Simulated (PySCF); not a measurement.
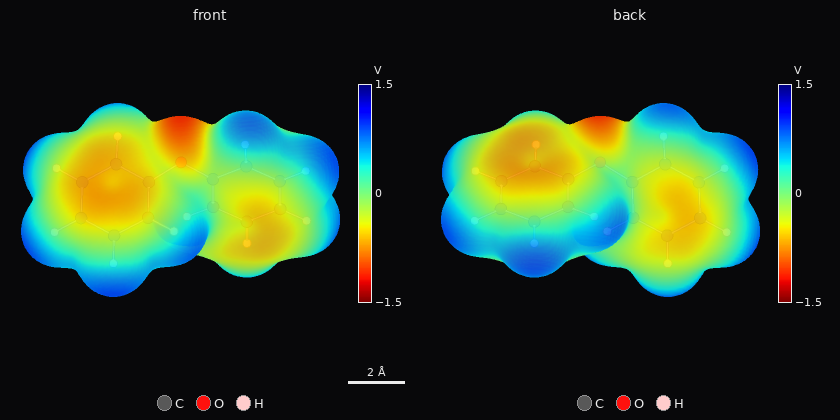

The picture shows: C12H10O. The molecular electrostatic potential painted on the density surface at 0.002 e/bohr³, seen from the front and from behind; red is negative and blue positive.

Geometry: PBE0-D3(BJ)/def2-SVP.

Level of theory: PySCF 2.14.0, PBE0/pcSseg-1, SCF density, gas phase, non-relativistic.

```xyz
23

C    -4.2220   -0.2139    0.2898
C    -3.1384   -0.8416    0.9037
C    -1.8563   -0.3076    0.8004
C    -1.6601    0.8650    0.0664
O    -0.4416    1.4719   -0.0266
C     0.6965    0.7383   -0.1900
C     1.8548    1.2185    0.4222
C     3.0601    0.5466    0.2370
C     3.1149   -0.6044   -0.5487
C     1.9517   -1.0753   -1.1572
C     0.7405   -0.4088   -0.9869
C    -2.7377    1.5018   -0.5493
C    -4.0159    0.9614   -0.4318
H    -5.2246   -0.6382    0.3767
H    -3.2911   -1.7575    1.4797
H    -1.0073   -0.7923    1.2867
H     1.7877    2.1200    1.0338
H     3.9654    0.9261    0.7166
H     4.0610   -1.1314   -0.6884
H     1.9848   -1.9710   -1.7822
H    -0.1692   -0.7704   -1.4702
H    -2.5517    2.4187   -1.1113
H    -4.8577    1.4630   -0.9147
```

**Which sites attract a positive test charge, and which a negative one?**

A positive charge is drawn to the negative regions and a negative charge to the positive ones. The most negative region (about −1.0 V) lies over O5, the most positive (about +0.9 V) over the H atoms. O5 is the likeliest acceptor of a hydrogen bond.

**How polar is the molecule by this calculation?**

Its dipole moment is 1.03 D.
